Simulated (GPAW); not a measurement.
Band structure of InBi (P4/nmm, 4 atoms in the cell).

```
CELL_PARAMETERS angstrom
      4.84796     0.00000     0.00000
      0.00000     4.84796     0.00000
      0.00000     0.00000     5.15543
ATOMIC_POSITIONS crystal
  In 0.50000 0.50000 0.00000
  In 0.00000 0.00000 0.00000
  Bi 0.50000 0.00000 0.36001
  Bi 0.00000 0.50000 0.63999
```

Method of the run: PBEsol, GPAW PAW datasets PBEsol (made by gpaw-setup) (plane waves; GPAW).

Settings: mode = pw; ecut = 600 eV; xc = PBEsol; kpts = 5 5 5; mesh shift (steps) = 0 0 0; occupations.name = methfessel-paxton; occupations.width = 0.272 eV; occupations.order = 0; nbands = -10; symmetry.symmorphic = false; symmetry.tolerance = 0.0005; maxiter = 100; bandpath_npoints = 40.

The starting cell comes from a database of computed structures (which also holds hypothetical and non-ambient phases and stackings), without a prior relaxation at this level. Its lattice was rescaled by a random factor within 2.5 % of one. Spin-orbit coupling is off.

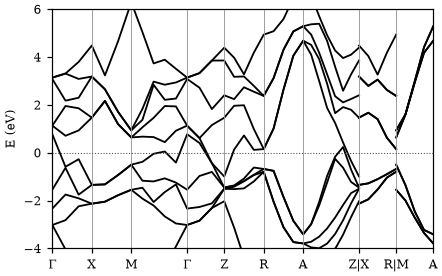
Bands along the path, energies from the Fermi level.

Levels in eV from the Fermi level, bands 25 to 32:
```json
[
 {"point": "Γ", "25": "-3.02", "26": "-2.33", "27": "-1.55", "28": "0.77", "29": "1.13", "30": "1.13", "31": "3.08", "32": "3.14"},
 {"point": "X", "25": "-2.13", "26": "-2.13", "27": "-1.34", "28": "-1.34", "29": "1.47", "30": "1.47", "31": "3.18", "32": "3.18"},
 {"point": "M", "25": "-1.55", "26": "-1.55", "27": "-0.50", "28": "-0.50", "29": "0.64", "30": "0.64", "31": "0.93", "32": "0.93"},
 {"point": "Z", "25": "-1.51", "26": "-1.51", "27": "-1.45", "28": "-1.45", "29": "-0.99", "30": "1.46", "31": "2.40", "32": "3.86"},
 {"point": "R", "25": "-0.80", "26": "-0.80", "27": "-0.68", "28": "-0.68", "29": "0.15", "30": "0.15", "31": "2.37", "32": "2.37"},
 {"point": "A", "25": "-3.79", "26": "-3.79", "27": "-3.41", "28": "-3.41", "29": "4.68", "30": "4.68", "31": "5.29", "32": "5.29"}
]
```

Bands cross the Fermi level along this path, so the cell is metallic at this level.
